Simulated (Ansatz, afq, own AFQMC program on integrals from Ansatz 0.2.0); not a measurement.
**TiOF₂+ (doublet): AFQMC on the coupled-cluster ladder as a vertical ion, def2-TZVP**

How near does AFQMC come to the top of the ladder for TiOF₂+ (doublet)?

Method: def2-TZVP, frozen cores; program: Ansatz 0.2.0, Gaussian basis, and an in-house AFQMC program (afq) on its integrals; all values are calculated.

To be run: CCSD(T) on UHF; PBE (unrestricted); CCSD(T) on UHF; r2SCAN (unrestricted); PBE0 (unrestricted); CCSD(T) on UHF; B3LYP (unrestricted); wB97M-V (unrestricted); B2PLYP (unrestricted); Phaseless AFQMC, CISD trial on UHF.

### Step 1. What is computed

The geometry is that of the parent species, a PBE0/def2-SVP stationary point (not a proven minimum); the ion is not relaxed.

4 atoms, charge 1, spin multiplicity 2.

Atoms are counted from 1 here; the program's logs count them from 0.

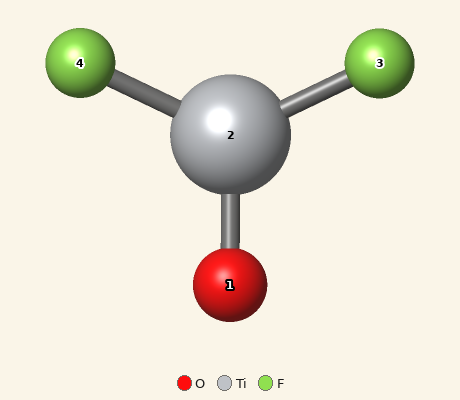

The geometry (oxygen red, titanium light grey, fluorine green); atoms are numbered from 1 in the order of the file.

Geometry (Å):

```xyz
4

O     0.07639    0.48198    1.48439
Ti   -0.14819   -0.08578    0.02539
F     0.85013   -1.49263   -0.37645
F    -0.77833    1.09644   -1.13333
```

### Step 2. CCSD(T) on UHF

in.yaml

```yaml
crystal:
  periodic: [false, false, false]
  atoms:
    - {symbol: O, position_ang: [0.076386, 0.481981, 1.484391]}
    - {symbol: Ti, position_ang: [-0.148195, -0.085784, 0.025388]}
    - {symbol: F, position_ang: [0.850135, -1.492631, -0.376449]}
    - {symbol: F, position_ang: [-0.778326, 1.096444, -1.133330]}
basis:
  gaussian: {orbitals: def2-TZVP}
total_charge: 1
magnetization: {spin_polarized: true, initial_magnetization: 1}
correlation: {method: ccsd_t, electrons: outside_noble_gas, hamiltonian_folder: ham}
```

Launch:

```sh
$ ansatz run in.yaml --threads 1 --pin off --events-out ev --progress --plain --max-ram 16896MiB --backend cuda --devices 0, --max-vram 18GiB
```

Standard output (excerpt; [...] marks lines left out):

```text
Functional definition: HF
  name "HF"
  cite "Fock, Z. Phys. 61, 126 (1930) doi:10.1007/BF01340294"
  parent pbe
[...]
1022 factors; integrals over basis functions are off by at most 1.0e-3 eV
[...]
mean field -30531.66051361 eV, -1122.0178287723 hartree, gradient 2.3e-6 eV, S^2 0.767202; 8 other end points of the search recorded, 0 dependent functions left out
determinant -30531.66051361 eV, -1122.0178287723 hartree, with singles and doubles -30553.92466766 eV, -1122.8360213424 hartree
determinant -30531.23025435 eV, -1122.0020170362 hartree, with singles and doubles -30553.45698007 eV, -1122.8188341404 hartree
determinant -30531.15002408 eV, -1121.9990686280 hartree, with singles and doubles -30553.41002701 eV, -1122.8171086474 hartree
determinant -30531.66051361 eV, -1122.0178287723 hartree, with singles and doubles -30553.95464217 eV, -1122.8371228856 hartree
determinant -30531.23025435 eV, -1122.0020170362 hartree, with singles and doubles -30553.53626335 eV, -1122.8217477473 hartree
determinant -30531.15002408 eV, -1121.9990686280 hartree, with singles and doubles -30553.51686589 eV, -1122.8210349038 hartree
12 core orbitals not correlated: weight in the atoms' cores, before any rotation towards them, 0.961 or more for the frozen orbitals, at most 0.032 for the correlated occupied ones
reference -30531.66051361 eV, -1122.0178287723 hartree; 12, 11 occupied and 114, 115 virtual orbitals, 1022 factors
second order -22.67446460 eV of doubles, -0.00000000 eV of singles
cycle   1  -22.29412280 eV  change    5.8e-6 eV  update   5.7e-6
perturbative correction -1.20125306 eV, -0.0441452358 hartree
Total energy: -30555.15588947 eV, -1122.8812679094 hartree
```

Run time: 10 s. Hardware: 1 × NVIDIA H100 80GB HBM3 with 1 thread of AMD EPYC 7R13 (Zen 3), shared host; peak host memory 2.6 GiB.

From the report: ⟨S²⟩ of the determinant 0.767 (pure doublet: 0.75); correlation -23.4954 eV; T1 0.034; largest double amplitude 0.04.

This run also writes the integrals to the folder ham.

### Step 3. PBE (unrestricted)

in.yaml, as its differences from that of step 2:

```diff
@@ -11,2 +11,3 @@
 magnetization: {spin_polarized: true, initial_magnetization: 1}
-correlation: {method: ccsd_t, electrons: outside_noble_gas, hamiltonian_folder: ham}
+hamiltonian: {xc: {name: PBE}}
+output: {orbitals: {seedname: orbitals}}
```

Launch:

```sh
$ ansatz run in.yaml --threads 1 --pin off --events-out ev --progress --plain --max-ram 5632MiB --backend cpu
```

Standard output:

```text
Functional definition: PBE
  name "PBE"
  cite "Perdew, Burke & Ernzerhof, Phys. Rev. Lett. 77, 3865 (1996) doi:10.1103/PhysRevLett.77.3865"
  parent pbe
  parameter kappa = 0.804
  parameter beta = 0.06672455060314922
  exchange = pbe_x(kappa = kappa, mu = beta*pi^2/3)
  correlation = pbe_c(beta = beta)
876 factors; their error is unknown
mean field evaluation 1: about -30561.5607 eV, gradient 8.0e1 eV
mean field evaluation 2: about -29955.1048 eV, gradient 4.2e2 eV
mean field evaluation 4: about -30547.7427 eV, gradient 9.0e1 eV
mean field evaluation 8: about -30579.6245 eV, gradient 3.7e-2 eV
mean field evaluation 16: about -30577.5462 eV, gradient 1.3e1 eV
mean field evaluation 32: about -30578.3717 eV, gradient 5.7e0 eV
mean field evaluation 64: about -30579.5967 eV, gradient 8.1e-1 eV
mean field -30579.62452108 eV, -1123.7804735356 hartree, gradient 1.8e-5 eV, S^2 0.757452; 8 other end points of the search recorded, 0 dependent functions left out
reference -30579.62455977 eV, -1123.7804749577 hartree; 24, 23 occupied and 114, 115 virtual orbitals, 876 factors
Total energy: -30579.62455977 eV, -1123.7804749577 hartree
```

Wall time 15 s (1 thread of AMD EPYC 7R13 (Zen 3), shared host); peak memory 2.6 GiB.

From the report: ⟨S²⟩ of the determinant 0.757 (pure doublet: 0.75).

### Step 4. CCSD(T) on UHF

in.yaml, as its differences from that of step 3:

```diff
@@ -8,6 +8,5 @@
 basis:
-  gaussian: {orbitals: def2-TZVP}
+  gaussian: {orbitals: def2-TZVPP}
 total_charge: 1
 magnetization: {spin_polarized: true, initial_magnetization: 1}
-hamiltonian: {xc: {name: PBE}}
-output: {orbitals: {seedname: orbitals}}
+correlation: {method: ccsd_t, electrons: outside_noble_gas}
```

Launch:

```sh
$ ansatz run in.yaml --threads 1 --pin off --events-out ev --progress --plain --max-ram 16896MiB --backend cuda --devices 0, --max-vram 18GiB
```

Standard output (excerpt; [...] marks lines left out):

```text
Functional definition: HF
  name "HF"
  cite "Fock, Z. Phys. 61, 126 (1930) doi:10.1007/BF01340294"
  parent pbe
[...]
1073 factors; integrals over basis functions are off by at most 6.9e-4 eV
[...]
mean field -30531.86865835 eV, -1122.0254779507 hartree, gradient 2.8e-6 eV, S^2 0.766882; 8 other end points of the search recorded, 0 dependent functions left out
determinant -30531.86865835 eV, -1122.0254779507 hartree, with singles and doubles -30554.27507679 eV, -1122.8488986406 hartree
determinant -30531.43579039 eV, -1122.0095703463 hartree, with singles and doubles -30553.79946673 eV, -1122.8314202933 hartree
determinant -30531.35517419 eV, -1122.0066077556 hartree, with singles and doubles -30553.77087789 eV, -1122.8303696729 hartree
determinant -30531.86865835 eV, -1122.0254779507 hartree, with singles and doubles -30554.29714575 eV, -1122.8497096600 hartree
determinant -30531.43579039 eV, -1122.0095703463 hartree, with singles and doubles -30553.87044682 eV, -1122.8340287636 hartree
determinant -30531.35517419 eV, -1122.0066077556 hartree, with singles and doubles -30553.85580865 eV, -1122.8334908206 hartree
12 core orbitals not correlated: weight in the atoms' cores, before any rotation towards them, 0.961 or more for the frozen orbitals, at most 0.032 for the correlated occupied ones
reference -30531.86865835 eV, -1122.0254779507 hartree; 12, 11 occupied and 133, 134 virtual orbitals, 1073 factors
second order -22.80227501 eV of doubles, -0.00000000 eV of singles
cycle   1  -22.42848189 eV  change    5.5e-6 eV  update   5.6e-6
perturbative correction -1.21417360 eV, -0.0446200567 hartree
Total energy: -30555.51131385 eV, -1122.8943295144 hartree
```

Run time: 11 s. Hardware: 1 × NVIDIA H100 80GB HBM3 with 1 thread of AMD EPYC 7R13 (Zen 3), shared host; peak host memory 2.6 GiB.

From the report: ⟨S²⟩ of the determinant 0.767 (pure doublet: 0.75); correlation -23.6427 eV; T1 0.034; largest double amplitude 0.04.

### Step 5. r2SCAN (unrestricted)

in.yaml, as its differences from that of step 4:

```diff
@@ -8,5 +8,5 @@
 basis:
-  gaussian: {orbitals: def2-TZVPP}
+  gaussian: {orbitals: def2-TZVP}
 total_charge: 1
 magnetization: {spin_polarized: true, initial_magnetization: 1}
-correlation: {method: ccsd_t, electrons: outside_noble_gas}
+hamiltonian: {xc: {name: r2SCAN}}
```

Launch:

```sh
$ ansatz run in.yaml --threads 1 --pin off --events-out ev --progress --plain --max-ram 5632MiB --backend cpu
```

Standard output (excerpt; [...] marks lines left out):

```text
Functional definition: r2SCAN
  name "r2SCAN"
  cite "Furness, Kaplan, Ning, Perdew & Sun, J. Phys. Chem. Lett. 11, 8208 (2020) doi:10.1021/acs.jpclett.0c02405"
  cite "Furness, Kaplan, Ning, Perdew & Sun, J. Phys. Chem. Lett. 11, 9248 (2020) doi:10.1021/acs.jpclett.0c03077"
  parent r2scan
[...]
876 factors; their error is unknown
[...]
mean field -30588.50427174 eV, -1124.1067983534 hartree, gradient 1.4e-5 eV, S^2 0.761610; 7 other end points of the search recorded, 0 dependent functions left out
reference -30588.50428287 eV, -1124.1067987626 hartree; 24, 23 occupied and 114, 115 virtual orbitals, 876 factors
Total energy: -30588.50428287 eV, -1124.1067987626 hartree
```

It took 24 s on 1 thread of AMD EPYC 7R13 (Zen 3), shared host; peak memory 2.6 GiB.

From the report: ⟨S²⟩ of the determinant 0.762 (pure doublet: 0.75).

### Step 6. PBE0 (unrestricted)

in.yaml, as its differences from that of step 5:

```diff
@@ -11,2 +11,3 @@
 magnetization: {spin_polarized: true, initial_magnetization: 1}
-hamiltonian: {xc: {name: r2SCAN}}
+hamiltonian: {xc: {name: PBE0}}
+output: {orbitals: {seedname: orbitals}}
```

The command is unchanged.

Standard output:

```text
Functional definition: PBE0
  name "PBE0"
  cite "Adamo & Barone, J. Chem. Phys. 110, 6158 (1999) doi:10.1063/1.478522"
  cite "Perdew, Burke & Ernzerhof, Phys. Rev. Lett. 77, 3865 (1996) doi:10.1103/PhysRevLett.77.3865"
  parent pbe
  parameter a = 0.25
  parameter kappa = 0.804
  parameter beta = 0.06672455060314922
  exchange = (1 - a)*pbe_x(kappa = kappa, mu = beta*pi^2/3) + a*exact_x
  correlation = pbe_c(beta = beta)
929 factors; their error is unknown
mean field evaluation 1: about -30561.9557 eV, gradient 7.5e1 eV
mean field evaluation 2: about -30071.9750 eV, gradient 4.0e2 eV
mean field evaluation 4: about -30574.0111 eV, gradient 3.7e1 eV
mean field evaluation 8: about -30578.8540 eV, gradient 2.5e-1 eV
mean field evaluation 16: about -30579.0073 eV, gradient 1.3e-2 eV
mean field evaluation 32: about -30579.0074 eV, gradient 5.6e-5 eV
mean field -30579.00736932 eV, -1123.7577936270 hartree, gradient 2.3e-5 eV, S^2 0.761409; 4 other end points of the search recorded, 0 dependent functions left out
reference -30579.00739623 eV, -1123.7577946158 hartree; 24, 23 occupied and 114, 115 virtual orbitals, 929 factors
Total energy: -30579.00739623 eV, -1123.7577946158 hartree
```

It took 17 s on 1 thread of AMD EPYC 7R13 (Zen 3), shared host; peak memory 2.6 GiB.

From the report: ⟨S²⟩ of the determinant 0.761 (pure doublet: 0.75).

### Step 7. CCSD(T) on UHF

in.yaml, as its differences from that of step 6:

```diff
@@ -8,6 +8,5 @@
 basis:
-  gaussian: {orbitals: def2-TZVP}
+  gaussian: {orbitals: "def2-QZVPP.json"}
 total_charge: 1
 magnetization: {spin_polarized: true, initial_magnetization: 1}
-hamiltonian: {xc: {name: PBE0}}
-output: {orbitals: {seedname: orbitals}}
+correlation: {method: ccsd_t, electrons: outside_noble_gas}
```

Launch:

```sh
$ ansatz run in.yaml --threads 1 --pin off --events-out ev --progress --plain --max-ram 16896MiB --backend cuda --devices 0, --max-vram 18GiB
```

Standard output (excerpt; [...] marks lines left out):

```text
Functional definition: HF
  name "HF"
  cite "Fock, Z. Phys. 61, 126 (1930) doi:10.1007/BF01340294"
  parent pbe
[...]
1726 factors; integrals over basis functions are off by at most 5.2e-4 eV
[...]
mean field -30532.65351980 eV, -1122.0543210769 hartree, gradient 1.6e-6 eV, S^2 0.766893; 8 other end points of the search recorded, 0 dependent functions left out
determinant -30532.65351980 eV, -1122.0543210769 hartree, with singles and doubles -30556.89175104 eV, -1122.9450596455 hartree
determinant -30532.22211530 eV, -1122.0384672538 hartree, with singles and doubles -30556.42164850 eV, -1122.9277836959 hartree
determinant -30532.14079706 eV, -1122.0354788637 hartree, with singles and doubles -30556.39499430 eV, -1122.9268041722 hartree
determinant -30532.65351980 eV, -1122.0543210769 hartree, with singles and doubles -30556.73811946 eV, -1122.9394137890 hartree
determinant -30532.22211530 eV, -1122.0384672538 hartree, with singles and doubles -30556.31090132 eV, -1122.9237138120 hartree
determinant -30532.14079706 eV, -1122.0354788637 hartree, with singles and doubles -30556.29722435 eV, -1122.9232111927 hartree
12 core orbitals not correlated: weight in the atoms' cores, before any rotation towards them, 0.961 or more for the frozen orbitals, at most 0.032 for the correlated occupied ones
reference -30532.65351980 eV, -1122.0543210769 hartree; 12, 11 occupied and 240, 241 virtual orbitals, 1726 factors
second order -24.64157020 eV of doubles, -0.00000000 eV of singles
cycle   1  -24.08459420 eV  change    5.4e-6 eV  update   4.9e-6
perturbative correction -1.32443644 eV, -0.0486721415 hartree
Total energy: -30558.06255045 eV, -1122.9880857303 hartree
```

It took 43 s on 1 × NVIDIA H100 80GB HBM3 with 1 thread of AMD EPYC 7R13 (Zen 3), shared host; peak host memory 2.6 GiB.

From the report: ⟨S²⟩ of the determinant 0.767 (pure doublet: 0.75); correlation -25.4090 eV; T1 0.033; largest double amplitude 0.04.

### Step 8. B3LYP (unrestricted)

in.yaml, as its differences from that of step 7:

```diff
@@ -8,5 +8,5 @@
 basis:
-  gaussian: {orbitals: "def2-QZVPP.json"}
+  gaussian: {orbitals: def2-TZVP}
 total_charge: 1
 magnetization: {spin_polarized: true, initial_magnetization: 1}
-correlation: {method: ccsd_t, electrons: outside_noble_gas}
+hamiltonian: {xc: {name: B3LYP}}
```

Launch:

```sh
$ ansatz run in.yaml --threads 1 --pin off --events-out ev --progress --plain --max-ram 5632MiB --backend cpu
```

Standard output (excerpt; [...] marks lines left out):

```text
Functional definition: B3LYP
  name "B3LYP"
  cite "Stephens, Devlin, Chabalowski & Frisch, J. Phys. Chem. 98, 11623 (1994) doi:10.1021/j100096a001"
  cite "Becke, Phys. Rev. A 38, 3098 (1988) doi:10.1103/PhysRevA.38.3098"
  cite "Lee, Yang & Parr, Phys. Rev. B 37, 785 (1988) doi:10.1103/PhysRevB.37.785"
  cite "Vosko, Wilk & Nusair, Can. J. Phys. 58, 1200 (1980) doi:10.1139/p80-159"
[...]
926 factors; their error is unknown
[...]
mean field -30592.30509370 eV, -1124.2464759844 hartree, gradient 2.0e-5 eV, S^2 0.761103; 4 other end points of the search recorded, 0 dependent functions left out
reference -30592.30529916 eV, -1124.2464835349 hartree; 24, 23 occupied and 114, 115 virtual orbitals, 926 factors
Total energy: -30592.30529916 eV, -1124.2464835349 hartree
```

It took 17 s on 1 thread of AMD EPYC 7R13 (Zen 3), shared host; peak memory 2.6 GiB.

From the report: ⟨S²⟩ of the determinant 0.761 (pure doublet: 0.75).

### Step 9. wB97M-V (unrestricted)

in.yaml, as its differences from that of step 8:

```diff
@@ -11,2 +11,3 @@
 magnetization: {spin_polarized: true, initial_magnetization: 1}
-hamiltonian: {xc: {name: B3LYP}}
+hamiltonian: {xc: {name: wB97M-V}}
+output: {orbitals: {seedname: orbitals}}
```

Launched as before.

Standard output (excerpt; [...] marks lines left out):

```text
Functional definition: wB97M-V
  name "wB97M-V"
  cite "Mardirossian & Head-Gordon, J. Chem. Phys. 144, 214110 (2016) doi:10.1063/1.4952647"
  cite "Becke, J. Chem. Phys. 107, 8554 (1997) doi:10.1063/1.475007"
  cite "Vydrov & Van Voorhis, J. Chem. Phys. 133, 244103 (2010) doi:10.1063/1.3521275"
  # Of w^i u^j: cxij and so on, Table III.
[...]
  gx(w, u) = 1 - cx + cx01*u + cx10*w
  gss(w, u) = css00 + css04*u^4 + css10*w + css20*w^2 + css43*w^4*u^3
  gos(w, u) = cos00 + cos10*w + (cos20 + cos21*u)*w^2 + (cos60 + cos61*u)*w^6
[...]
      + integral(e_c_pw_mod_opposite_spin*gos(b97_w_opposite, b97_u_opposite)) + vv10(b, c)
914 factors; their error is unknown
172 factors; integrals over basis functions are off by at most 4.1e-5 eV
[...]
mean field -30588.27081355 eV, -1124.0982189232 hartree, gradient 1.3e-5 eV, S^2 0.760566; 4 other end points of the search recorded, 0 dependent functions left out
reference -30588.27086064 eV, -1124.0982206540 hartree; 24, 23 occupied and 114, 115 virtual orbitals, 914 factors
Total energy: -30588.27086064 eV, -1124.0982206540 hartree
```

Run time: 53 s. Hardware: 1 thread of AMD EPYC 7R13 (Zen 3), shared host; peak memory 3.4 GiB.

From the report: ⟨S²⟩ of the determinant 0.761 (pure doublet: 0.75).

### Step 10. B2PLYP (unrestricted)

in.yaml, as its differences from that of step 9:

```diff
@@ -11,3 +11,3 @@
 magnetization: {spin_polarized: true, initial_magnetization: 1}
-hamiltonian: {xc: {name: wB97M-V}}
-output: {orbitals: {seedname: orbitals}}
+hamiltonian: {xc: {name: B2PLYP}}
+correlation: {electrons: outside_noble_gas}
```

The command is unchanged.

Standard output (excerpt; [...] marks lines left out):

```text
Functional definition: B2PLYP
  name "B2PLYP"
  cite "Grimme, J. Chem. Phys. 124, 034108 (2006) doi:10.1063/1.2148954"
  cite "Becke, Phys. Rev. A 38, 3098 (1988) doi:10.1103/PhysRevA.38.3098"
  cite "Lee, Yang & Parr, Phys. Rev. B 37, 785 (1988) doi:10.1103/PhysRevB.37.785"
[...]
1022 factors; integrals over basis functions are off by at most 1.0e-3 eV
[...]
mean field -30573.15267983 eV, -1123.5426377565 hartree, gradient 2.4e-6 eV, S^2 0.762174; 4 other end points of the search recorded, 0 dependent functions left out
12 core orbitals not correlated: weight in the atoms' cores, before any rotation towards them, 0.965 or more for the frozen orbitals, at most 0.028 for the correlated occupied ones
reference -30573.15280483 eV, -1123.5426423503 hartree; 12, 11 occupied and 114, 115 virtual orbitals, 1022 factors
second order -29.27043044 eV of doubles, -0.00000000 eV of singles
Total energy: -30581.05582105 eV, -1123.8330728395 hartree
```

Run time: 21 s. Hardware: 1 thread of AMD EPYC 7R13 (Zen 3), shared host; peak memory 3.4 GiB.

From the report: ⟨S²⟩ of the determinant 0.762 (pure doublet: 0.75).

### Step 11. Phaseless AFQMC, CISD trial on UHF

It reads the integrals that the CCSD(T) run on this determinant wrote.

Launch:

```sh
$ afq ham --method phaseless --trial cisd --walkers 600 --populations 10 --least-time 60 --time-step 0.005 --steps-per-block 50 --equilibration-blocks 40 --max-blocks 4000 --target-error 0.00029 --factor-cut 1e-05 --start spin_pure --seed 2673 --release-times 0.24,0.48,0.8,1.2 --release-step 0.04 --release-every 5 --taylor-order 6
```

Standard output:

```text
orbitals 126  electrons 12 11  factors 975 of 1022
reference energy -1122.01782877 Eh
CCSD correlation -0.81929433 Eh in 20 cycles, weight of the determinant in the CISD state 0.7983
energy of the start -1122.835837 Eh
 block  time / (1/Eh)  mean weight  energy / Eh
     1     0.250  0.9960  -1122.827275
     2     0.500  1.0004  -1122.849865
     3     0.750  0.9981  -1122.861586
     4     1.000  0.9993  -1122.865320
     5     1.250  0.9999  -1122.868344
     6     1.500  0.9970  -1122.870633
     7     1.750  1.0002  -1122.874570
     8     2.000  0.9988  -1122.875197
     9     2.250  1.0002  -1122.881040
    10     2.500  0.9982  -1122.877323
    13     3.250  1.0022  -1122.880768
    25     6.250  1.0017  -1122.882102
    37     9.250  0.9994  -1122.883977
    49    12.250  1.0018  -1122.894415
    61    15.250  0.9986  -1122.886911
    73    18.250  0.9978  -1122.883054
    85    21.250  0.9989  -1122.876009
    97    24.250  1.0010  -1122.875142
   109    27.250  1.0013  -1122.878210
   121    30.250  1.0012  -1122.881407
   133    33.250  1.0004  -1122.879233
   145    36.250  1.0001  -1122.894245
   157    39.250  1.0012  -1122.874501
   169    42.250  1.0023  -1122.882771
   181    45.250  1.0043  -1122.885411
   193    48.250  0.9988  -1122.881520
   205    51.250  0.9999  -1122.882606
   217    54.250  1.0010  -1122.904353
   229    57.250  1.0008  -1122.901096
   241    60.250  1.0006  -1122.888198
   253    63.250  1.0007  -1122.872194
   265    66.250  1.0002  -1122.875099
   277    69.250  0.9997  -1122.884153
   289    72.250  1.0003  -1122.887227
   301    75.250  0.9976  -1122.886747
   313    78.250  0.9990  -1122.892428
   325    81.250  0.9992  -1122.887871
   337    84.250  0.9988  -1122.893820
   349    87.250  1.0000  -1122.881796
   361    90.250  0.9990  -1122.870967
   373    93.250  1.0011  -1122.879344
   385    96.250  1.0008  -1122.881313
   397    99.250  1.0009  -1122.891768
   409   102.250  1.0033  -1122.881478
   421   105.250  1.0020  -1122.869985
   433   108.250  0.9982  -1122.876552
   445   111.250  1.0003  -1122.891119
   457   114.250  1.0008  -1122.893152
   469   117.250  0.9997  -1122.881071
   481   120.250  0.9976  -1122.899955
   493   123.250  1.0006  -1122.876130
   505   126.250  1.0020  -1122.892652
error from the spread of 10 populations
released: time / (1/Eh)  energy / Eh  error  mean overlap
  0.24  -1122.876778  0.007141  0.9909
  0.48  -1122.884815  0.001191  0.9764
  0.80  -1122.887431  0.001620  0.9548
  1.20  -1122.894621  0.007120  0.9464
energy -1122.882875 +/- 0.000779 Eh
```

It took 5.9 min on 1 × NVIDIA H100 80GB HBM3 with 2 threads of AMD EPYC 7R13 (Zen 3), shared host; peak host memory 3.4 GiB.

Energy -30555.1996 ± 0.0212 eV. Caveats: constraint bias not in the error; error above the target.

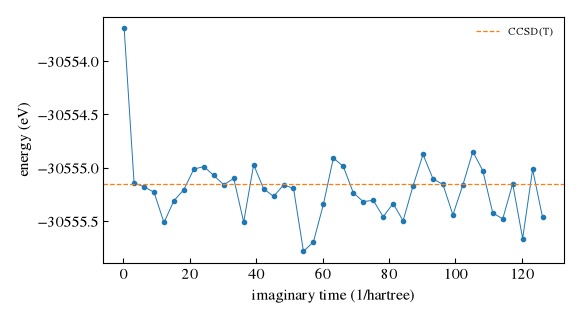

Block energies along the walk.

### Step 12. AFQMC on the ladder

On the UHF determinant, counted from CCSD(T) (a yardstick, not exact):

```csv
level,energy (eV),from CCSD(T) (meV),statistical error (meV),time
HF,-30531.6605,+23495.4,,
MP2,-30554.3350,+820.9,,
CCSD,-30553.9546,+1201.3,,
CCSD(T),-30555.1559,0.0,,
"Phaseless AFQMC, CISD trial, step 0.005, 600 walkers",-30555.1996,-43.7,21.2,5.9 min
```

The functionals' totals stand on their own zeros and serve differences with other points: PBE -30579.625 eV; r2SCAN -30588.504 eV; PBE0 -30579.007 eV; B3LYP -30592.305 eV; wB97M-V -30588.271 eV; B2PLYP -30581.056 eV.

### Step 13. Results

| quantity | value |
| --- | --- |
| Phaseless AFQMC, CISD trial on UHF from CCSD(T) | -43.7 ± 21.2 meV |

**Reading.** On UHF the phaseless walk with the CISD trial lies -43.7 meV from CCSD(T), within three error bars. Error bars are statistical and leave out the constraint, the time step and what remains of the start.
